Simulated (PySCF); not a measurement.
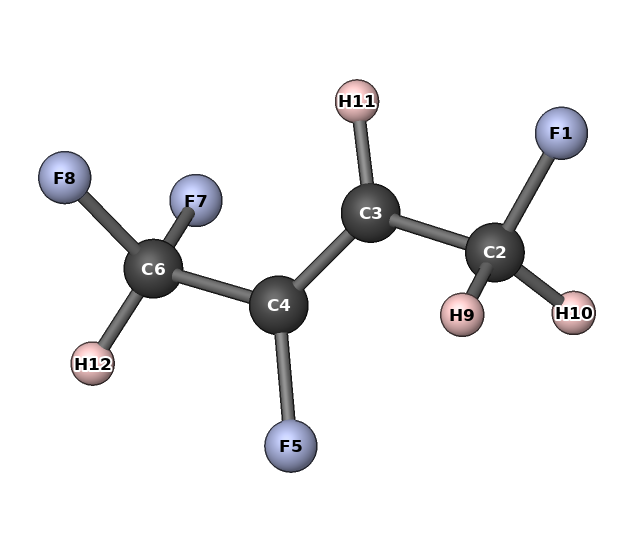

The questions are on isotropic NMR shieldings of the H atoms. Computed geometry: GFN2-xTB optimisation. No frequency run is at hand to confirm it as a minimum. Method: GIAO PBE0/pcSseg-1 NMR shielding, non-relativistic, gas phase (PySCF 2.14.0).

List the isotropic NMR shieldings of the H atoms.

```
atom  σ (ppm)
  H9    25.96
 H10    26.00
 H11    25.45
 H12    25.31
```
